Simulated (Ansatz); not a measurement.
System: H3O2S (SMILES O[SH+]O) (charge +1).

Input

```
crystal:
  periodic: [false, false, false]
  atoms:
    - symbol: O
      position_ang: [-0.521386, -0.707843, 1.041947]
    - symbol: O
      position_ang: [0.242906, 0.268523, -1.211458]
    - symbol: S
      position_ang: [0.224692, 0.502970, 0.363093]
    - symbol: H
      position_ang: [-0.485090, 0.748006, -1.656180]
    - symbol: H
      position_ang: [-0.171411, -1.602859, 0.853512]
    - symbol: H
      position_ang: [1.536078, 0.140492, 0.509806]
basis:
  gaussian:
    orbitals: def2-TZVPD
total_charge: 1
hamiltonian:
  xc: {name: PBE0}
output: {forces: true, orbitals: {seedname: orbitals}}
```

Command:

```sh
ansatz run input.yaml --threads 1 --pin off --max-ram 2610MiB --events-out events.jsonl --progress --plain --runs-dir runs
```

Geometry: PBE0-D3(BJ)/def2-SVP.

These are results of Ansatz 0.2.0, isolated molecule in a Gaussian basis; Kohn-Sham density functional theory, functional PBE0, not measurements.

Predict the electron density and electron localisation function between the atoms.

Answer. S–O (1.58 Å): ρ is about 1.8 e/Å³ halfway; the ELF peaks at about 0.85 between the atoms; a shared but strongly polarised pair.

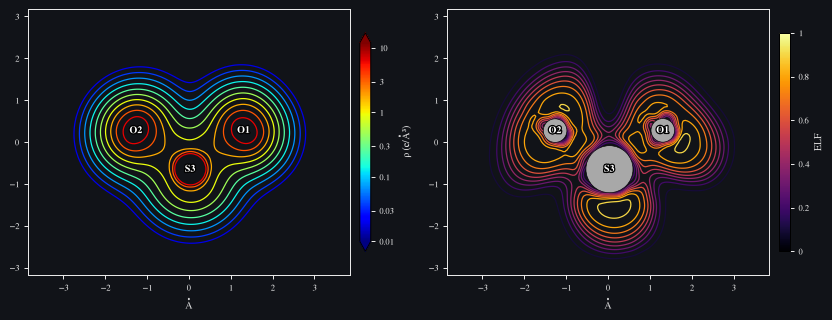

Computed electron density and electron localisation function on the plane of atoms O1, S3 and O2, in this order. Grey discs cover the atomic cores in the ELF map. 
